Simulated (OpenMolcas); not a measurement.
```
&GATEWAY
Basis set
Ti.ANO-RCC-VTZP.
Ti1 0.0 0.0 0.0 Angstrom
End of basis
Basis set
F.ANO-RCC-VDZP.
L1 1.341185 1.341185 1.341185 Angstrom
L2 1.341185 1.341185 -1.341185 Angstrom
L3 1.341185 -1.341185 1.341185 Angstrom
L4 1.341185 -1.341185 -1.341185 Angstrom
End of basis
Basis set
Ca.EMB-AIMP.Pascual.0s.0s.ECP.CaF2.
PseudoCharge
* 21 symmetry-unique lattice sites within 7.6 angstrom
End of basis
Basis set
F.EMB-AIMP.Pascual.0s.0s.ECP.CaF2.
PseudoCharge
* 40 symmetry-unique lattice sites within 7.6 angstrom
End of basis
Symmetry
XYZ
AngMom=0.0 0.0 0.0
AMFI
RICD
XField
1348 Angstrom 0
* Evjen-weighted lattice charges
&SEWARD
&RASSCF
FileOrb=start.orb
Symmetry=1
Spin=3
nActEl=2 0 0
Inactive=23 26
Ras2=5 0
CIRoot=10 10 1
SDav=10
CIMx=300
Iter=150 100
PrWF=0.3
OrbListing=Nothing
MaxOrb=1
LevShft=1.0
>>> COPY $Project.JobIph JOB001
&RASSCF
FileOrb=start.orb
Symmetry=1
Spin=1
nActEl=2 0 0
Inactive=23 26
Ras2=5 0
CIRoot=15 15 1
SDav=15
CIMx=300
Iter=150 100
PrWF=0.3
OrbListing=Nothing
MaxOrb=0
LevShft=1.0
>>> COPY $Project.JobIph JOB002
&RASSI
NrOfJobIphs=2 10 15
1 2 3 4 5 6 7 8 9 10
1 2 3 4 5 6 7 8 9 10 11 12 13 14 15
IphNames
JOB001
JOB002
EJob
SpinOrbit
DIPRint=1.0
SOCoupling=1000.0
Subsets=2
Property=9
'ANGMOM' 1 'ANGMOM' 2 'ANGMOM' 3 'MLTPL  1' 1 'MLTPL  1' 2 'MLTPL  1' 3
'AMFI' 1 'AMFI' 2 'AMFI' 3
SOProperty=3
'ANGMOM' 1 'ANGMOM' 2 'ANGMOM' 3
```

Launched with:
```bash
OMP_NUM_THREADS=1 MOLCAS_MEM=2457 MOLCAS_PROJECT=a pymolcas a.inp > a.log  # once for each step of the input, in one work folder
```

Computed with OpenMolcas: state-averaged CASSCF, active space 2 electrons in the shell 3d, basis ANO-RCC-VTZP on the metal and ANO-RCC-VDZP on the ligands, DKH2 scalar Hamiltonian, spin-orbit coupling by RASSI with atomic mean-field integrals.

Ti²⁺ (3d²) as a dopant in CaF₂, a cluster with its 8 nearest F⁻ at 2.323 Å (cube) embedded in model potentials and point charges; the geometry was set, not optimised. The cluster and the levels that result:

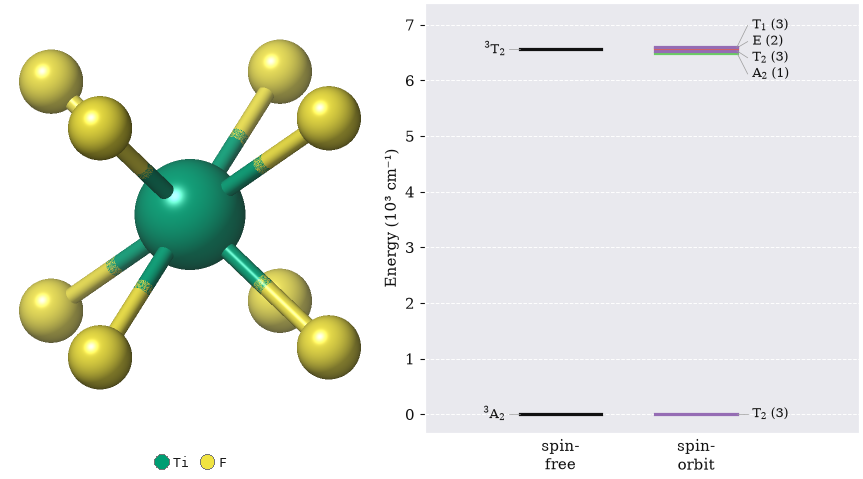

Labels give the representation in O, Td, D4 or D3 as the site allows (double group for half-integer spin) where it could be assigned and, in brackets, the degeneracy; spin-free states, where drawn, share the zero of the spin-orbit levels.

The ground level is T₂, 3-fold degenerate, 100 % from states of spin multiplicity 3. The next level lies at 6,500 cm⁻¹ (A₂). The lowest spin-free state is ³A₂, from the free-ion F term; of the same spin there follows at 6,560 cm⁻¹ (³T₂) above it. A ligand-field fit to the spin-free states gives |10Dq| = 7,060 cm⁻¹, B = 874 and C = 3,250 cm⁻¹ (rms misfit 200 cm⁻¹). The active orbitals hold 95 to 97 % metal character (Löwdin), and the Mulliken charge of the metal is +1.65.

Limits of the model: the geometry is set by hand, with no relaxation and no charge compensation.
